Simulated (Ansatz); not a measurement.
# GaPH+ (triplet): one geometry, many settings

Aim: run GaPH+ (triplet) at one geometry under a spread of methods and options, and see what each costs and gives.

Program: Ansatz 0.2.0, Gaussian basis. Level of theory: the settings change from run to run. These are calculated values, not measurements.

27 further runs of the same task are left out: 7 for a known fault of the program, 8 that didn't finish, 12 set aside as unsound or not needed.

## 1. The system

The geometry is a PBE0/def2-TZVP stationary point (not a proven minimum) of the parent state, kept for this charge and spin. No spin-orbit coupling is included. The filled d shell of Ga may be among the frozen orbitals whatever the setting's name suggests; the logs give the count.

3 atoms, charge 1, spin multiplicity 3.

Atoms are counted from 1 here; the program's logs count them from 0.

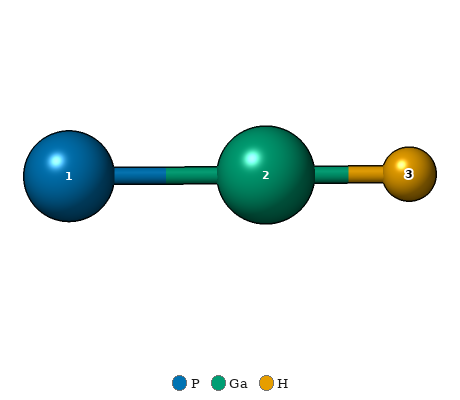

The geometry (phosphorus blue, gallium teal, hydrogen amber); atoms are numbered from 1 in the order of the file.

## 2. CASSCF(8,5)/cc-pVDZ

Input file in.yaml:

```yaml
crystal:
  periodic: [false, false, false]
  atoms:
    - {symbol: P, position_ang: [0.000000, 0.000000, 1.935800]}
    - {symbol: Ga, position_ang: [0.000000, 0.000000, -0.192200]}
    - {symbol: H, position_ang: [0.000000, 0.000000, -1.743600]}
basis:
  gaussian: {orbitals: cc-pVDZ}
total_charge: 1
magnetization: {spin_polarized: false, initial_magnetization: 2}
correlation: {active_space: {window: {electrons: 8, orbitals: 5}}}
output: {forces: true}
```

Run with:

```bash
> ansatz run in.yaml --threads 1 --pin off --events-out ev --progress --plain --max-ram 2393MiB
```

Log:

```text
Functional definition: HF
  name "HF"
  cite "Fock, Z. Phys. 61, 126 (1930) doi:10.1007/BF01340294"
  parent pbe
  exchange = exact_x
  correlation = 0
558 factors; integrals over basis functions are off by at most 1.0e-3 eV
mean field evaluation 1: about -61612.7214 eV, gradient 9.2e0 eV
mean field evaluation 2: about -61612.7264 eV, gradient 9.2e0 eV
mean field evaluation 4: about -61613.1853 eV, gradient 1.2e0 eV
mean field evaluation 8: about -61613.1923 eV, gradient 1.4e-4 eV
mean field -61613.19231788 eV, -2264.2430547603 hartree, gradient 1.6e-6 eV, S^2 2.000000; 0 other end points of the search recorded, 0 dependent functions left out
reference -61613.19231788 eV, -2264.2430547603 hartree; 24, 22 occupied and 26, 28 virtual orbitals, 558 factors
state -61613.19231788 eV, -2264.2430547603 hartree
the calculation of the forces begins
Total energy: -61613.19231788 eV, -2264.2430547603 hartree
Atom 0 at     0.000000     0.000000     1.935800 Å, force     0.000000     0.000000     2.804369 eV/Å
Atom 1 at     0.000000     0.000000    -0.192200 Å, force     0.000000    -0.000000    -3.117005 eV/Å
Atom 2 at     0.000000     0.000000    -1.743600 Å, force    -0.000000    -0.000000     0.312636 eV/Å
Dipole moment:     0.000000     0.000000    -0.240627 e Å
```

Wall time 8.5 s (1 thread of Arm Neoverse N1, shared host).

From the report: 25 determinants; active occupations 2.00, 2.00, 2.00, 1.00, 1.00. With so small a space the active step adds no correlation: the energy is the mean field's.

## 3. CASSCF(2,6)/cc-pVDZ

in.yaml: that of step 2 with these lines changed.

```diff
@@ -10,3 +10,4 @@
 magnetization: {spin_polarized: false, initial_magnetization: 2}
-correlation: {active_space: {window: {electrons: 8, orbitals: 5}}}
+hamiltonian: {pseudopotentials: {relativity: scalar}}
+correlation: {active_space: {window: {electrons: 2, orbitals: 6}, states: [{multiplicity: 3, weights: [0.5, 1, 1]}], root: 2}}
 output: {forces: true}
```

Launched as before.

Log (excerpt; [...] marks lines left out):

```text
Functional definition: HF
  name "HF"
  cite "Fock, Z. Phys. 61, 126 (1930) doi:10.1007/BF01340294"
  parent pbe
[...]
955 factors; integrals over basis functions are off by at most 1.7e-7 eV
[...]
mean field -62042.22499261 eV, -2280.0097147479 hartree, gradient 1.6e-6 eV, S^2 2.000000; 0 other end points of the search recorded, 0 dependent functions left out
reference -62042.22499261 eV, -2280.0097147479 hartree; 24, 22 occupied and 26, 28 virtual orbitals, 955 factors
state -62041.96580820 eV, -2280.0001898966 hartree
state -62036.99361210 eV, -2279.8174650601 hartree
state -62036.99361210 eV, -2279.8174650601 hartree
[...]
Total energy: -62036.99361210 eV, -2279.8174650601 hartree
Relativity: scalar
Atom 0 at     0.000000     0.000000     1.935800 Å, force     0.000000    -0.000000     5.561933 eV/Å
Atom 1 at     0.000000     0.000000    -0.192200 Å, force    -0.000000     0.000000    -6.284216 eV/Å
Atom 2 at     0.000000     0.000000    -1.743600 Å, force     0.000000    -0.000000     0.722283 eV/Å
Dipole moment:     0.000000    -0.000000     0.834042 e Å
```

Wall time 11 s (1 thread of Arm Neoverse N1, shared host).

From the report: 36 determinants; active occupations (of the averaged states) 0.60, 0.60, 0.40, 0.40, 0.00, 0.00.

## 4. CCSD(T)/cc-pVDZ

Input file in.yaml:

```yaml
crystal:
  periodic: [false, false, false]
  atoms:
    - {symbol: P, position_ang: [0.000000, 0.000000, 1.935800]}
    - {symbol: Ga, position_ang: [0.000000, 0.000000, -0.192200]}
    - {symbol: H, position_ang: [0.000000, 0.000000, -1.743600]}
basis:
  gaussian: {orbitals: cc-pVDZ}
total_charge: 1
magnetization: {spin_polarized: true, initial_magnetization: 2}
hamiltonian: {xc: {name: r2SCAN}, pseudopotentials: {relativity: scalar}}
correlation: {method: ccsd_t, electrons: outside_noble_gas}
scf: {omitted_lower_state_checks: [cluster_reference]}
```

Same command.

Log (excerpt; [...] marks lines left out):

```text
Functional definition: r2SCAN
  name "r2SCAN"
  cite "Furness, Kaplan, Ning, Perdew & Sun, J. Phys. Chem. Lett. 11, 8208 (2020) doi:10.1021/acs.jpclett.0c02405"
  cite "Furness, Kaplan, Ning, Perdew & Sun, J. Phys. Chem. Lett. 11, 9248 (2020) doi:10.1021/acs.jpclett.0c03077"
  parent r2scan
[...]
558 factors; integrals over basis functions are off by at most 1.0e-3 eV
[...]
mean field -62100.36281899 eV, -2282.1462404601 hartree, gradient 5.9e-6 eV, S^2 2.008943; 0 other end points of the search recorded, 0 dependent functions left out
19 core orbitals not correlated: weight in the atoms' cores, before any rotation towards them, 0.992 or more for the frozen orbitals, at most 0.004 for the correlated occupied ones
reference -62041.81094119 eV, -2279.9944986390 hartree; 5, 3 occupied and 26, 28 virtual orbitals, 558 factors
second order -3.23973758 eV of doubles, -0.19307857 eV of singles
cycle   1  -3.92135271 eV  change   -4.9e-1 eV  update   5.9e-2
[...]
cycle  10  -4.11880043 eV  change   -8.5e-7 eV  update   5.7e-6
perturbative correction -0.11512090 eV, -0.0042306152 hartree
Total energy: -62046.04486253 eV, -2280.1500923783 hartree
Relativity: scalar
Checks for a lower state left out: cluster_reference
```

Wall time 7.5 s (1 thread of Arm Neoverse N1, shared host).

From the report: ⟨S²⟩ of the determinant 2.009 (pure triplet: 2.00); correlation -4.2339 eV; T1 0.022; largest double amplitude 0.07. The orbitals are Kohn-Sham ones, so correlation energy and T1 don't compare with those on Hartree-Fock orbitals.

## 5. BCCD(T) on ROHF/def2-mTZVP

Input file in.yaml:

```yaml
crystal:
  periodic: [false, false, false]
  atoms:
    - {symbol: P, position_ang: [0.000000, 0.000000, 1.935800]}
    - {symbol: Ga, position_ang: [0.000000, 0.000000, -0.192200]}
    - {symbol: H, position_ang: [0.000000, 0.000000, -1.743600]}
basis:
  gaussian: {orbitals: def2-mTZVP}
total_charge: 1
magnetization: {spin_polarized: false, initial_magnetization: 2}
correlation: {method: bccd_t, electrons: outside_noble_gas, diis_vectors: 4}
scf: {lower_state_search: off}
output: {forces: true}
```

Same command.

Log (excerpt; [...] marks lines left out):

```text
Functional definition: HF
  name "HF"
  cite "Fock, Z. Phys. 61, 126 (1930) doi:10.1007/BF01340294"
  parent pbe
[...]
539 factors; integrals over basis functions are off by at most 9.7e-4 eV
[...]
mean field -61613.95425232 eV, -2264.2710553344 hartree, gradient 2.5e-6 eV, S^2 2.000000; 0 other end points of the search recorded, 0 dependent functions left out
19 core orbitals not correlated: weight in the atoms' cores, before any rotation towards them, 0.993 or more for the frozen orbitals, at most 0.005 for the correlated occupied ones
reference -61613.95425232 eV, -2264.2710553344 hartree; 5, 3 occupied and 37, 39 virtual orbitals, 539 factors
second order -3.01133196 eV of doubles, -0.07617100 eV of singles
cycle   1  -3.62135932 eV  change   -5.3e-1 eV  update   6.2e-2
[...]
cycle  13  -3.82129015 eV  change    1.5e-7 eV  update   8.0e-7
perturbative correction -0.12261134 eV, -0.0045058836 hartree
[...]
Total energy: -61617.89815380 eV, -2264.4159910408 hartree
Atom 0 at     0.000000     0.000000     1.935800 Å, force     0.000000    -0.000000     2.900569 eV/Å
Atom 1 at     0.000000     0.000000    -0.192200 Å, force    -0.000000     0.000000    -2.692565 eV/Å
Atom 2 at     0.000000     0.000000    -1.743600 Å, force     0.000000    -0.000000    -0.208005 eV/Å
Dipole moment:    -0.000000     0.000000    -0.152534 e Å
Checks for a lower state left out: starts, cluster_reference, orbital_swaps, neighbouring_geometries, increment
```

Run time: 7.5 s. Hardware: 1 thread of Arm Neoverse N1, shared host.

From the report: correlation -3.9439 eV; largest double amplitude 0.06.

## 6. HF/6-31G

Input file in.yaml:

```yaml
crystal:
  periodic: [false, false, false]
  atoms:
    - {symbol: P, position_ang: [0.000000, 0.000000, 1.935800]}
    - {symbol: Ga, position_ang: [0.000000, 0.000000, -0.192200]}
    - {symbol: H, position_ang: [0.000000, 0.000000, -1.743600]}
basis:
  gaussian: {orbitals: 6-31G}
total_charge: 1
magnetization: {spin_polarized: false, initial_magnetization: 2}
hamiltonian: {xc: hf}
scf: {lower_state_search: off}
output: {forces: true, orbitals: {seedname: orbitals}}
```

The command is unchanged.

Log (excerpt; [...] marks lines left out):

```text
Functional definition: HF
  name "HF"
  cite "Fock, Z. Phys. 61, 126 (1930) doi:10.1007/BF01340294"
  parent pbe
[...]
422 factors; integrals over basis functions are off by at most 5.7e-4 eV
[...]
mean field -61603.85169219 eV, -2263.8997930975 hartree, gradient 7.2e-6 eV, S^2 2.000000; 0 other end points of the search recorded, 0 dependent functions left out
[...]
reference -61603.85169219 eV, -2263.8997930975 hartree; 24, 22 occupied and 20, 22 virtual orbitals, 422 factors
Total energy: -61603.85169219 eV, -2263.8997930975 hartree
Atom 0 at     0.000000     0.000000     1.935800 Å, force    -0.000000     0.000000     3.871196 eV/Å
Atom 1 at     0.000000     0.000000    -0.192200 Å, force     0.000000    -0.000000    -4.153461 eV/Å
Atom 2 at     0.000000     0.000000    -1.743600 Å, force    -0.000000     0.000000     0.282265 eV/Å
Dipole moment:     0.000000     0.000000    -0.375170 e Å
Checks for a lower state left out: stability, starts, cluster_reference, orbital_swaps, neighbouring_geometries, increment
```

Run time: 1.1 s. Hardware: 1 thread of Arm Neoverse N1, shared host.

## 7. MRCISD+Q(relaxed)(4,3)/cc-pVDZ

Input file in.yaml:

```yaml
crystal:
  periodic: [false, false, false]
  atoms:
    - {symbol: P, position_ang: [0.000000, 0.000000, 1.935800]}
    - {symbol: Ga, position_ang: [0.000000, 0.000000, -0.192200]}
    - {symbol: H, position_ang: [0.000000, 0.000000, -1.743600]}
basis:
  gaussian: {orbitals: cc-pVDZ}
total_charge: 1
magnetization: {spin_polarized: false, initial_magnetization: 2}
correlation: {method: fic_mrcisd_q_relaxed, electrons: outside_noble_gas, active_space: {window: {electrons: 4, orbitals: 3}}}
accuracy: high
```

Same command.

Log (excerpt; [...] marks lines left out):

```text
Functional definition: HF
  name "HF"
  cite "Fock, Z. Phys. 61, 126 (1930) doi:10.1007/BF01340294"
  parent pbe
[...]
980 factors; integrals over basis functions are off by at most 4.4e-9 eV
[...]
mean field -61613.19245193 eV, -2264.2430596868 hartree, gradient 2.8e-8 eV, S^2 2.000000; 0 other end points of the search recorded, 0 dependent functions left out
reference -61613.19245193 eV, -2264.2430596868 hartree; 24, 22 occupied and 26, 28 virtual orbitals, 980 factors
state -61613.19245193 eV, -2264.2430596868 hartree
contracted CI cycle   1: correlation 0.00000000 eV, 0.0000000000 hartree, residual 1.32e1 eV
contracted CI cycle   2: correlation -3.66601179 eV, -0.1347234484 hartree, residual 1.87e0 eV
contracted CI cycle   3: correlation -3.76309685 eV, -0.1382912584 hartree, residual 4.96e-1 eV
contracted CI cycle   4: correlation -3.77056702 eV, -0.1385657823 hartree, residual 1.67e-1 eV
[...]
contracted CI cycle   7: correlation -3.77140034 eV, -0.1385964062 hartree, residual 5.08e-3 eV
contracted CI cycle   8: correlation -3.77140098 eV, -0.1385964297 hartree, residual 1.53e-3 eV
contracted CI cycle   9: correlation -3.77140104 eV, -0.1385964320 hartree, residual 5.00e-4 eV
contracted CI cycle  10: correlation -3.77140105 eV, -0.1385964322 hartree, residual 1.73e-4 eV
contracted CI cycle  11: correlation -3.77140105 eV, -0.1385964322 hartree, residual 5.50e-5 eV
contracted CI cycle  12: correlation -3.77140105 eV, -0.1385964322 hartree, residual 1.61e-5 eV
contracted CI cycle  13: correlation -3.77140105 eV, -0.1385964322 hartree, residual 4.76e-6 eV
contracted CI cycle  14: correlation -3.77140105 eV, -0.1385964322 hartree, residual 1.42e-6 eV
state -61613.19245193 eV, -2264.2430596868 hartree; corrected -61617.32524096 eV, -2264.3949368823 hartree
WARN: 1 active orbitals are nearly empty or full. The corrections depend on them more than the energy does, and are more stable in an active space without them
Total energy: -61617.32524096 eV, -2264.3949368823 hartree
```

Run time: 4.8 s. Hardware: 1 thread of Arm Neoverse N1, shared host.

From the report: 2 determinants; active occupations 2.00, 1.00, 1.00. The report marks this result as in doubt.

## 8. CCSDT(Q)/cc-pVDZ

in.yaml: that of step 7 with these lines changed.

```diff
@@ -10,3 +10,3 @@
 magnetization: {spin_polarized: false, initial_magnetization: 2}
-correlation: {method: fic_mrcisd_q_relaxed, electrons: outside_noble_gas, active_space: {window: {electrons: 4, orbitals: 3}}}
-accuracy: high
+hamiltonian: {xc: {name: PBE}}
+correlation: {method: ccsdt_q, electrons: outside_noble_gas}
```

Launched as before.

Log (excerpt; [...] marks lines left out):

```text
Functional definition: PBE
  name "PBE"
  cite "Perdew, Burke & Ernzerhof, Phys. Rev. Lett. 77, 3865 (1996) doi:10.1103/PhysRevLett.77.3865"
  parent pbe
[...]
953 factors; integrals over basis functions are off by at most 1.8e-7 eV
[...]
mean field -61660.16103200 eV, -2265.9691231676 hartree, gradient 7.7e-7 eV, S^2 2.000000; 0 other end points of the search recorded, 0 dependent functions left out
19 core orbitals not correlated: weight in the atoms' cores, before any rotation towards them, 0.992 or more for the frozen orbitals, at most 0.004 for the correlated occupied ones
reference -61612.43608391 eV, -2264.2152636746 hartree; 5, 3 occupied and 26, 28 virtual orbitals, 953 factors
second order -3.34061921 eV of doubles, -0.33541601 eV of singles
cycle   1  -4.15549597 eV  change   -4.8e-1 eV  update   6.7e-2
[...]
cycle  16  -4.48665194 eV  change    7.3e-8 eV  update   3.3e-7
perturbative correction -0.00739537 eV, -0.0002717747 hartree
Total energy: -61616.93013122 eV, -2264.3804168671 hartree
```

Wall time 13 s (1 thread of Arm Neoverse N1, shared host).

From the report: correlation -4.4940 eV; T1 0.031; largest double amplitude 0.07. The orbitals are Kohn-Sham ones, so correlation energy and T1 don't compare with those on Hartree-Fock orbitals.

## 9. MP2 on ROHF/cc-pVDZ

in.yaml: that of step 8 with these lines changed.

```diff
@@ -10,3 +10,4 @@
 magnetization: {spin_polarized: false, initial_magnetization: 2}
-hamiltonian: {xc: {name: PBE}}
-correlation: {method: ccsdt_q, electrons: outside_noble_gas}
+correlation: {method: mp2, electrons: outside_noble_gas}
+accuracy: high
+output: {forces: true}
```

The command is unchanged.

Log (excerpt; [...] marks lines left out):

```text
Functional definition: HF
  name "HF"
  cite "Fock, Z. Phys. 61, 126 (1930) doi:10.1007/BF01340294"
  parent pbe
[...]
980 factors; integrals over basis functions are off by at most 4.4e-9 eV
[...]
mean field -61613.19245193 eV, -2264.2430596868 hartree, gradient 2.8e-8 eV, S^2 2.000000; 0 other end points of the search recorded, 0 dependent functions left out
[...]
19 core orbitals not correlated: weight in the atoms' cores, before any rotation towards them, 0.994 or more for the frozen orbitals, at most 0.004 for the correlated occupied ones
reference -61613.19245193 eV, -2264.2430596868 hartree; 5, 3 occupied and 26, 28 virtual orbitals, 980 factors
second order -3.13631777 eV of doubles, -0.07614895 eV of singles
[...]
Total energy: -61616.40491865 eV, -2264.3611156611 hartree
Atom 0 at     0.000000     0.000000     1.935800 Å, force    -0.000000     0.000000     2.995717 eV/Å
Atom 1 at     0.000000     0.000000    -0.192200 Å, force    -0.000000     0.000000    -3.141511 eV/Å
Atom 2 at     0.000000     0.000000    -1.743600 Å, force     0.000000    -0.000000     0.145794 eV/Å
Dipole moment:    -0.000000     0.000000    -0.179536 e Å
```

It took 6.5 s on 1 thread of Arm Neoverse N1, shared host.

## 10. NEVPT4(SD)(2,6)/cc-pVDZ

in.yaml: that of step 9 with these lines changed.

```diff
@@ -10,4 +10,2 @@
 magnetization: {spin_polarized: false, initial_magnetization: 2}
-correlation: {method: mp2, electrons: outside_noble_gas}
-accuracy: high
-output: {forces: true}
+correlation: {method: fic_nevpt4_sd, electrons: outside_noble_gas, active_space: {window: {electrons: 2, orbitals: 6}}}
```

Launched as before.

Log:

```text
Functional definition: HF
  name "HF"
  cite "Fock, Z. Phys. 61, 126 (1930) doi:10.1007/BF01340294"
  parent pbe
  exchange = exact_x
  correlation = 0
558 factors; integrals over basis functions are off by at most 1.0e-3 eV
mean field evaluation 1: about -61612.7214 eV, gradient 9.2e0 eV
mean field evaluation 2: about -61612.7264 eV, gradient 9.2e0 eV
mean field evaluation 4: about -61613.1853 eV, gradient 1.2e0 eV
mean field evaluation 8: about -61613.1923 eV, gradient 1.4e-4 eV
mean field -61613.19231788 eV, -2264.2430547603 hartree, gradient 1.6e-6 eV, S^2 2.000000; 0 other end points of the search recorded, 0 dependent functions left out
reference -61613.19231788 eV, -2264.2430547603 hartree; 24, 22 occupied and 26, 28 virtual orbitals, 558 factors
state -61613.36614219 eV, -2264.2494426861 hartree
state -61613.36614219 eV, -2264.2494426861 hartree; corrected -61617.21869736 eV, -2264.3910214771 hartree
Total energy: -61617.21869736 eV, -2264.3910214771 hartree
```

Run time: 6 s. Hardware: 1 thread of Arm Neoverse N1, shared host.

From the report: 10 determinants; active occupations 0.99, 0.99, 0.00, 0.00, 0.00, 0.00.

## 11. All runs side by side

Where basis and cores are those of an earlier UCCSDT(Q)/cc-pVDZ run (-61617.3305 eV), and the state is the same kind, the miss against it is given. † marks a result that the program doubts.

| level | correlated | functions | energy (eV) | from UCCSDT(Q) (meV) | time |
| --- | --- | --- | --- | --- | --- |
| CASSCF(8,5)/cc-pVDZ |  | 50 | -61613.1923 | 4138.2 | 8.5 s |
| CASSCF(2,6)/cc-pVDZ (excited root 2 of an average, relativity set) |  | 50 | -62036.9936 |  | 11 s |
| CCSD(T)/cc-pVDZ (on r2SCAN orbitals, relativity set) | outside noble gas | 50 | -62046.0449 |  | 7.5 s |
| BCCD(T) on ROHF/def2-mTZVP | outside noble gas | 61 | -61617.8982 |  | 7.5 s |
| HF/6-31G |  | 44 | -61603.8517 |  | 1.1 s |
| MRCISD+Q(relaxed)(4,3)/cc-pVDZ † | outside noble gas | 50 | -61617.3252 | 5.2 | 4.8 s |
| CCSDT(Q)/cc-pVDZ (on PBE orbitals) | outside noble gas | 50 | -61616.9301 | 400.3 | 13 s |
| MP2 on ROHF/cc-pVDZ | outside noble gas | 50 | -61616.4049 | 925.6 | 6.5 s |
| NEVPT4(SD)(2,6)/cc-pVDZ | outside noble gas | 50 | -61617.2187 | 111.8 | 6 s |

## 12. Results

```
quantity                                     value
    runs                                         9
quickest                           HF/6-31G, 1.1 s
 slowest  CCSDT(Q)/cc-pVDZ (on PBE orbitals), 13 s
```

**Reading.** Total energies in different bases, with other cores or another treatment of relativity can't be set against each other. CCSDT(Q)/cc-pVDZ (on PBE orbitals) took 12 times as long as HF/6-31G; the jobs differ in more than the method. Among the correlated runs with a miss given, it spans +5 to +926 meV. Hartree-Fock, CASSCF and CASCI lack dynamic correlation by design. Cores frozen from Kohn-Sham orbitals shift the total energy.
